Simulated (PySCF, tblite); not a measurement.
**C₇H₁₁N− (doublet): geometry, infrared bands and EPR parameters**

Aim: predict the infrared bands and EPR parameters of C₇H₁₁N− (doublet) (`CN[C@@]12[CH-][CH]C[C@@H]1C2`).

The runs use tblite 0.8.0 and PySCF 2.14.0, with density-fitted response routines of our own; the level of theory stands in each step. All values are computed, except where a source is named. Atoms are numbered from 0 throughout.

## (1) Starting geometry

19 atoms, charge -1, multiplicity 2; geometry from: force field or distance geometry start.

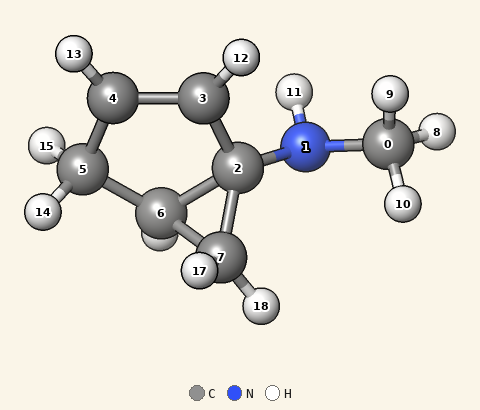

As it starts; carbon grey, nitrogen blue, hydrogen white, atoms numbered; sticks join atoms by distance.

## (2) Relaxing the molecule with GFN2-xTB

Job settings and geometry (Å):

```
{"job": {"kind": "relax", "xc": "GFN2-xTB", "basis": "xTB"}, "charge": -1, "multiplicity": 2}
C      2.629500    -0.200500    -0.012700
N      1.360500    -0.649100    -0.599800
C      0.201200    -0.093400     0.075000
C     -0.206900     1.283800    -0.301100
C     -1.620300     1.349100    -0.549900
C     -2.228500    -0.004500    -0.329500
C     -1.083900    -0.899100     0.076600
C     -0.307500    -0.681400     1.360500
H      3.461200    -0.691900    -0.519200
H      2.744400     0.882700    -0.118300
H      2.681900    -0.456800     1.048700
H      1.342500    -0.438000    -1.583500
H      0.456300     2.125600    -0.305200
H     -2.149600     2.246000    -0.828400
H     -2.988700     0.047200     0.459500
H     -2.690100    -0.365400    -1.237500
H     -1.102300    -1.882300    -0.362100
H     -0.728800    -0.031400     2.109300
H      0.219300    -1.531600     1.775000
```

Command:

```
OMP_NUM_THREADS=1 python probes_run.py task.json out
```

One launch serves the whole session: the jobs run in the order shown.

**Question.** This job is followed by: GFN2-xTB harmonic vibrations, gas phase; UKS B3LYP, pcH-1 on C H N, non-relativistic, mean-field spin-orbit, GIAO. Predict these results of the whole session: strongest single infrared mode (GFN2-xTB); zero-point energy (GFN2-xTB); g(iso) (B3LYP); ⟨S²⟩; largest a(iso) (averaged by class).

As calculated:

```
                                 quantity                  value
strongest single infrared mode (GFN2-xTB)  2880 cm⁻¹, 492 km/mol
             zero-point energy (GFN2-xTB)          98.3 kcal/mol
                           g(iso) (B3LYP)                2.00257
                                     ⟨S²⟩     0.754 (exact 0.75)
       largest a(iso) (averaged by class)    13C on C4, 99.0 MHz
```

**Reading.** Over 62 steps the energy fell by 0.373 eV; of the close pairs, C2–C7 changed most, 1.502 to 1.541 Å. All 51 modes are real, so the xTB geometry is a minimum. The strongest single mode, at 2880 cm⁻¹, moves mainly H12. Unscaled tight-binding wavenumbers are off by several per cent, some by more. Its intensities can rank the bands wrongly. The largest spin populations lie on C4 (0.49 e), C3 (0.39 e). The isotropic g lies 0.3 ppt above the free-electron value. The records flag this anion as possibly unbound in the gas phase, so the basis may hold the extra electron. These values are for one conformer; the search (at its own cheap level) found 1 more, at 1.18 kcal/mol, and measured spectra average over such forms.
